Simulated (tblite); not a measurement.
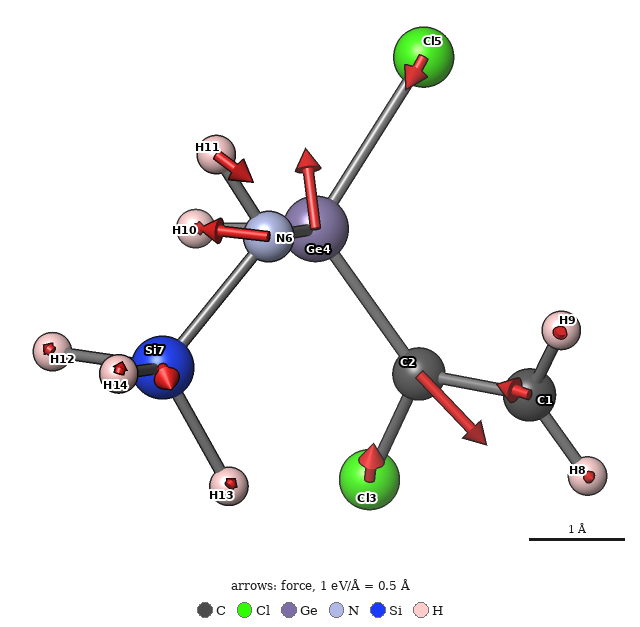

Starting geometry of C2H7Cl2GeNSi (charge +1, multiplicity 2) with the computed forces as red arrows. A ball-and-stick model, seen at a tilt.

Level of theory: GFN2-xTB geometry optimisation, gas phase in tblite 0.8.0. 

Q: Is this structure relaxed? If not, where do the atoms go?

A: It isn't relaxed: the largest force vector, on C2, is 2.09 eV/Å. The final displacements have little in common with the starting forces (cosine between the two patterns 0.21). The largest moves after the best rigid fit, 1.35 Å, are those of H11 and H14. Largest moves by element: H 1.35 Å, Cl 0.52 Å, C 0.47 Å, N 0.44 Å, Si 0.42 Å, Ge 0.07 Å. Some distances before and after: C2–Ge4 1.925 → 2.081 Å, Ge4–Cl5 2.163 → 2.072 Å, C2–Cl3 1.747 → 1.680 Å, Ge4–N6 1.874 → 1.819 Å. Among the angles between lasting bonds that change: Ge4–N6–Si7 107.3° → 131.6°, Cl3–C2–Ge4 119.9° → 108.9°, C1–C2–Cl3 119.5° → 129.3°. Groups turn about C2–Ge4 by about 30°. Over 151 geometry steps the energy falls by 21.3 kcal/mol. The run took 1.4 s on 1 thread of Arm Neoverse V2 (shared host).
